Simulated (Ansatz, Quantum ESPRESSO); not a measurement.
# Ni: work function by face, part 5 of 7

Wanted: work functions of Ni face by face, under two functionals.

Quantum ESPRESSO 7.5; plane-wave DFT, PBE, GBRV ultrasoft pseudopotentials; geometry and cross-check by Ansatz 0.2.0 with PAW datasets.

So far. Step 7 (Relaxation with Ansatz of (100)): The relaxation lowers the energy by 4 meV an atom. Held were the atoms numbered 3; the forces quoted are those on the free ones. Step 11 (Potential by pp.x of (100)): On (100) the work function under PBEsol lies +0.11 eV from PBE's.

## 12. Geometry from Ansatz of (110)

Level of this step: plane-wave DFT, PBE, Ansatz PAW (Ansatz 0.2.0).

System of this step: Ni(110), 7 layers. The cell holds 7 atoms: 7 Ni. Its edges and angles: a = 3.520 Å, b = 2.489 Å, c = 23.467 Å, α = 90.0°, β = 90.0°, γ = 90.0°. It derives from Ni. Vacuum lies along c.

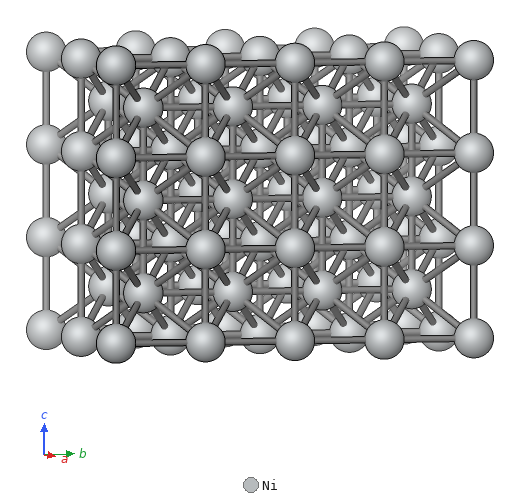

The cell of this step (nickel light grey). 2×4×1 cells are drawn. Some periodic images of atoms are drawn too.

File input.yaml:

```yaml
crystal:
  lattice:
    - [3.52, 0.0, 0.0]
    - [0.0, 2.4890158698, 0.0]
    - [0.0, 0.0, 23.4670476093]
  atoms:
    - { symbol: Ni, position: [0.0, 0.0, 0.3409035569], spin: 0.7 }
    - { symbol: Ni, position: [0.5, 0.5, 0.3939357046], spin: 0.7 }
    - { symbol: Ni, position: [0.0, 0.0, 0.4469678523], spin: 0.7 }
    - { symbol: Ni, position: [0.5, 0.5, 0.5], spin: 0.7 }
    - { symbol: Ni, position: [0.0, 0.0, 0.5530321477], spin: 0.7 }
    - { symbol: Ni, position: [0.5, 0.5, 0.6060642954], spin: 0.7 }
    - { symbol: Ni, position: [0.0, 0.0, 0.6590964431], spin: 0.7 }
magnetization:
  spin_polarized: true
kpoints:
  mp_grid: { grid: [8, 12, 1] }
hamiltonian:
  xc: pbe
scf:
  occupations: { method: fermi_dirac, width: 0.1 }
  convergence: { dr2_threshold: 1.0e-08 }
efield:
  axis: 3
  dipole_correction: true
  ramp_position: 0.97
  ramp_width: 0.04
relax:
  f_tol: 0.01
  constraints: [{ sites: [2, 3, 4] }]
output:
  write_potential: true
  write_density: true
  volumetric_format: npy
```

Run with:

```console
$ ansatz run input.yaml --threads 8 --pin off --max-ram 16384MiB --backend cpu --events-out ev --progress --plain --runs-dir out
```

Numbers of over 12 decimals in the logs are rounded to 6 here.

What it wrote:

```text
[...]
Crystal: 7 atoms, lattice volume = 205.603 Å³
Basis set: ecut = 420 eV, 4005 PW (Γ), exchange–correlation on 48×36×320 points (8 copies of the dense FFT grid, shifted against one another)
Bands: 79, of which v1, the nominal top of the filled ones, is band 63 counted from 1 (62 counted from 0)
Symmetry: 4 space group operations
k-points: 35 of 96
[...]
Starting moments: Σ|m| = 4.9 μB on 7 of 7 sites
[...]
SCF iter   1: F=—  HF=-40869.123288 eV  |F-HF|=—  |Δ(HF+E_count)|=         —  Δρ=2.85e-2 (↑1.62e-2 ↓2.85e-2)  dr2=7.45e0  dr2_m=4.88e-1  M=5.256 μB ∫|m|=5.496 μB  β_m=1.00  ethr=3.10e-3  p=-0.000 e·Å  D=-5.81e-6 V/Å  ΔV_dip=0.00 eV  dr2_dipole=4.07e-8  V_vac-E_F(+/−)=7.17/7.17 eV  ⟨swp⟩=9.6  Hψ=26564  notcnv=0  defer=126
[...]
SCF iter  17: F=-40875.652821 eV  HF=-40875.652821 eV  |F-HF|=5.24e-10  |Δ(HF+E_count)|=  5.97e-10  Δρ=3.43e-7 (↑1.29e-7 ↓3.43e-7)  dr2=8.55e-10  dr2_m=4.95e-11  M=4.838 μB ∫|m|=5.471 μB  ethr=4.39e-12  p=-0.000 e·Å  D=-1.67e-6 V/Å  ΔV_dip=0.00 eV  dr2_dipole=1.01e-11  V_vac-E_F(+/−)=4.54/4.54 eV  ⟨swp⟩=6.5  Hψ=34922  notcnv=0
SCF 1 converged in 17 iterations: F = -40875.652821 eV  dr2 = 8.55e-10
[...]
relax step   1: F+E_penalty+E_count = -40875.65282133 eV  Δ(F+E_penalty+E_count) = +0.000e0 eV  max|allowed force component| = 6.030e-1 eV/Å  Δτ_max = 0.0000 Å  (17 SCF iters, accepted)
[...]
SCF iter  13: F=-40875.697072 eV  HF=-40875.697072 eV  |F-HF|=4.78e-9  |Δ(HF+E_count)|=  9.60e-10  Δρ=1.15e-6 (↑1.63e-7 ↓1.15e-6)  dr2=5.37e-9  dr2_m=5.88e-10  M=4.815 μB ∫|m|=5.445 μB  ethr=4.23e-12  p=-0.000 e·Å  D=-1.39e-6 V/Å  ΔV_dip=0.00 eV  dr2_dipole=2.45e-10  V_vac-E_F(+/−)=4.54/4.54 eV  ⟨swp⟩=6.7  Hψ=34766  notcnv=0
SCF 2 converged in 13 iterations: F = -40875.697072 eV  dr2 = 5.37e-9
relax step   2: F+E_penalty+E_count = -40875.69707155 eV  Δ(F+E_penalty+E_count) = -4.425e-2 eV  max|allowed force component| = 3.828e-1 eV/Å  Δτ_max = 0.0372 Å  (13 SCF iters, accepted)
SCF iter   1: F=—  HF=-40875.731469 eV  |F-HF|=—  |Δ(HF+E_count)|=         —  Δρ=4.51e-3 (↑3.09e-3 ↓4.51e-3)  dr2=6.14e-2  dr2_m=1.32e-2  M=4.803 μB ∫|m|=5.431 μB  β_m=1.00  ethr=6.32e-4  p=0.000 e·Å  D=6.07e-6 V/Å  ΔV_dip=-0.00 eV  dr2_dipole=9.98e-9  V_vac-E_F(+/−)=4.52/4.52 eV  ⟨swp⟩=4.8  Hψ=13364  notcnv=0  defer=308
[...]
SCF iter  12: F=-40875.727303 eV  HF=-40875.727303 eV  |F-HF|=7.28e-10  |Δ(HF+E_count)|=   1.08e-8  Δρ=1.82e-6 (↑3.59e-7 ↓1.82e-6)  dr2=7.05e-9  dr2_m=1.34e-9  M=4.779 μB ∫|m|=5.405 μB  ethr=7.02e-12  p=-0.000 e·Å  D=-1.63e-7 V/Å  ΔV_dip=0.00 eV  dr2_dipole=2.83e-10  V_vac-E_F(+/−)=4.55/4.55 eV  ⟨swp⟩=6.8  Hψ=35741  notcnv=0
SCF 3 converged in 12 iterations: F = -40875.727303 eV  dr2 = 7.05e-9
[...]
relax step   3: F+E_penalty+E_count = -40875.72730297 eV  Δ(F+E_penalty+E_count) = -3.023e-2 eV  max|allowed force component| = 3.036e-2 eV/Å  Δτ_max = 0.0540 Å  (12 SCF iters, accepted)
SCF iter   1: F=—  HF=-40875.727481 eV  |F-HF|=—  |Δ(HF+E_count)|=         —  Δρ=4.46e-4 (↑3.73e-4 ↓4.46e-4)  dr2=1.03e-3  dr2_m=1.57e-4  M=4.781 μB ∫|m|=5.407 μB  β_m=1.00  ethr=6.86e-6  p=-0.000 e·Å  D=-1.56e-6 V/Å  ΔV_dip=0.00 eV  dr2_dipole=8.67e-10  V_vac-E_F(+/−)=4.56/4.56 eV  ⟨swp⟩=2.8  Hψ=10638  notcnv=0  defer=314
[...]
SCF iter  11: F=-40875.727506 eV  HF=-40875.727506 eV  |F-HF|=1.84e-9  |Δ(HF+E_count)|=   1.27e-9  Δρ=1.01e-6 (↑4.27e-7 ↓1.01e-6)  dr2=3.39e-9  dr2_m=5.38e-10  M=4.784 μB ∫|m|=5.411 μB  ethr=2.78e-12  p=-0.000 e·Å  D=-4.87e-7 V/Å  ΔV_dip=0.00 eV  dr2_dipole=1.52e-11  V_vac-E_F(+/−)=4.55/4.55 eV  ⟨swp⟩=6.4  Hψ=34464  notcnv=0
SCF 4 converged in 11 iterations: F = -40875.727506 eV  dr2 = 3.39e-9
relax step   4: F+E_penalty+E_count = -40875.72750604 eV  Δ(F+E_penalty+E_count) = -2.031e-4 eV  max|allowed force component| = 1.420e-3 eV/Å  Δτ_max = 0.0062 Å  (11 SCF iters, accepted)
[...]
the search or the solves at the SCF's close seem to have found levels that the self-consistency loop had missed (the run counts 2). By its estimate they hold under 1e-12 electrons; where the run keeps them, the occupations were computed again with them
[...]
SCF converged after 11 iterations
Magnetization: 4.7839 μB (65.3919 up, 60.6081 down)
Absolute magnetization: 5.4159 μB (∫|ρ↑−ρ↓|, with the PAW one-centre terms)
[...]
Per-site moments (μB) at R_I (Å): [(0.788155, 0.991679), (0.703118, 1.001375), (0.687810, 0.991679), (0.669532, 1.026719), (0.687809, 0.991679), (0.703115, 1.001375), (0.788152, 0.991679)]
Free energy (F): -40875.727506 eV
[...]
Internal energy: -40875.306701 eV  (E = F + TS)
E sigma→0 (E₀):  -40875.517104 eV
Entropy (-TS):   -0.420805 eV (-60.115 meV/atom)
Fermi energy:    3.917388 eV
Dipole field:    D = 0.000005 V/Å  (p = 0.000005 e·Å, saw-weighted, corrected)
Work function:   Φ+ = 4.5535 eV   Φ− = 4.5536 eV
[...]
--- Forces (eV/Å), atoms counted from 1 ---
  atom   1  Ni    -0.00000000    -0.00000000     0.00141997
  atom   2  Ni    -0.00000000    -0.00000000     0.00129142
  atom   3  Ni    -0.00000000     0.00000000     0.09141756
  atom   4  Ni     0.00000000     0.00000000    -0.00000712
  atom   5  Ni     0.00000000     0.00000000    -0.09142739
  atom   6  Ni     0.00000000     0.00000000    -0.00129278
  atom   7  Ni     0.00000000    -0.00000000    -0.00140295
  max |Σ_I F_I| component: 1.29e-6 eV/Å
--- Band table (eV; the first three rows and the last of 70) ---
  k-point 0 ↑: bands = [... 59 lower, 2.9339, 3.0590, 3.0724, 3.1619, 3.2933, 3.3192, 3.4309, 3.5999, ... 12 higher]
  k-point 1 ↑: bands = [... 59 lower, 2.9115, 3.0393, 3.1011, 3.1366, 3.2273, 3.2907, 3.4040, 3.6840, ... 12 higher]
  k-point 2 ↑: bands = [... 59 lower, 2.8696, 2.9998, 3.0414, 3.0882, 3.1913, 3.3479, 3.4374, 3.9340, ... 12 higher]
  k-point 34 ↓: bands = [... 59 lower, 4.1393, 4.1754, 4.1755, 4.3371, 4.5973, 4.8769, 6.5294, 6.8332, ... 12 higher]
--- Relaxed structure (4 steps of the walk, 4 accepted, 0 SCFs on fresh bases) ---
  F+E_penalty+E_count = -40875.72750604 eV   max|allowed force component| = 1.420e-3 eV/Å
  atoms:
    - { symbol: Ni, position: [-1.3395998929607341e-18, 0, 0.344523] }
    - { symbol: Ni, position: [0.500000, 0.5, 0.392103] }
    - { symbol: Ni, position: [0.0, 0.0, 0.446968] }
    - { symbol: Ni, position: [0.500000, 0.5, 0.5] }
    - { symbol: Ni, position: [0.0, 0.0, 0.5530321477] }
    - { symbol: Ni, position: [0.500000, 0.5, 0.607897] }
    - { symbol: Ni, position: [1.339606694720397e-18, 0, 0.655477] }
```

The job ended after 73 s (8 threads of Arm Neoverse V2, shared host; peak memory 1.4 GiB).

Relaxation path:

| step | energy less that of the first step (eV) | largest force component (eV/Å) |
| --- | --- | --- |
| 1 | 0.0000 | 0.6030 |
| 2 | -0.0443 | 0.3828 |
| 3 | -0.0745 | 0.0304 |
| 4 | -0.0747 | 0.0014 |

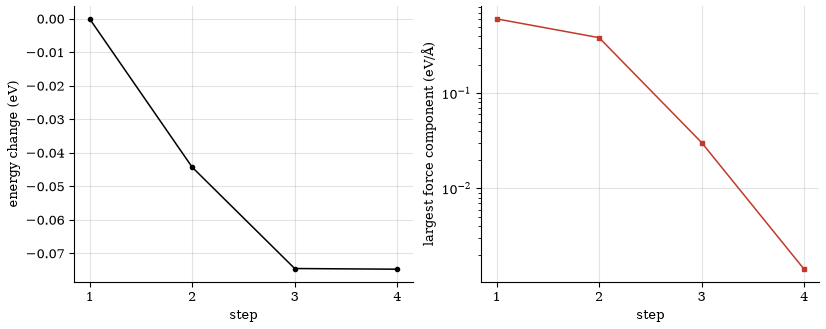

Energy and largest force along the relaxation.

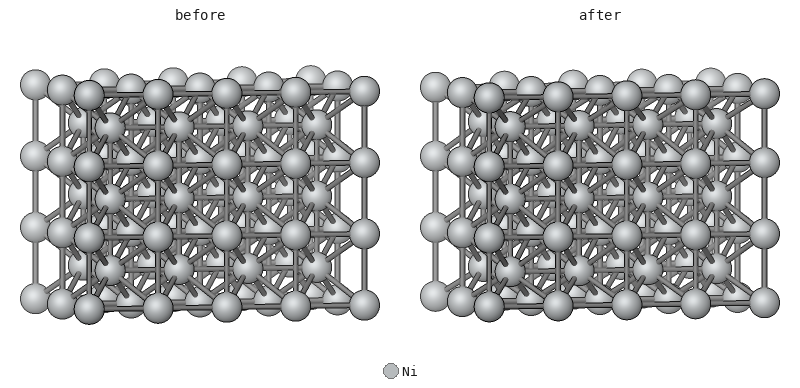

The structure before and after the relaxation, drawn at the same scale.

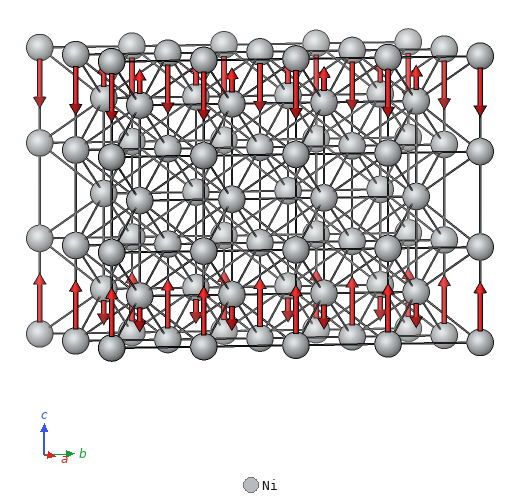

Displacements in the relaxation, exaggerated; the longest in the cell stands for 0.08 Å. 2×4×1 cells are drawn. Some periodic images of atoms are drawn too.

The atoms that moved most (Å):

| atom | dx | dy | dz | length |
| --- | --- | --- | --- | --- |
| Ni7 | 0.000 | 0.000 | -0.085 | 0.085 |
| Ni1 | 0.000 | 0.000 | 0.085 | 0.085 |
| Ni6 | 0.000 | 0.000 | 0.043 | 0.043 |
| Ni2 | 0.000 | 0.000 | -0.043 | 0.043 |

The relaxation lowers the energy by 11 meV an atom. Held were the atoms numbered 3, 4 and 5; the forces quoted are those on the free ones.

Numbers from this step:

* free energy: -40875.7275 eV
* energy at zero smearing: -40875.5171 eV
* smearing term TS: 0.4208 eV
* Fermi energy: 3.917 eV
* magnetization: 4.784 μB
* absolute magnetization: 5.416 μB
* site moments: 0.7882, 0.7031, 0.6878, 0.6695, 0.6878, 0.7031, 0.7882 μB
* symmetry operations: 4
* work function of the upper face: 4.553 eV
* work function of the lower face: 4.554 eV
* dipole along the normal: 5.33e-6 e·Å

[end of part 5 of 7]

[Logs are printed without paths, hosts, clocks, repeated set-up lines and the standing remarks that a program may print on its own settings, such as how far it seeks lower states.]

[Hosts, paths, dates, database ids (printed as entryN), source tags and the programs' standing remarks are cut or masked in the printed files.]

[Maps of the electrostatic potential energy from Ansatz leave out the sawtooth potential of an applied field or a dipole correction, so their vacuum need not be flat; planar profiles and work functions include it.]
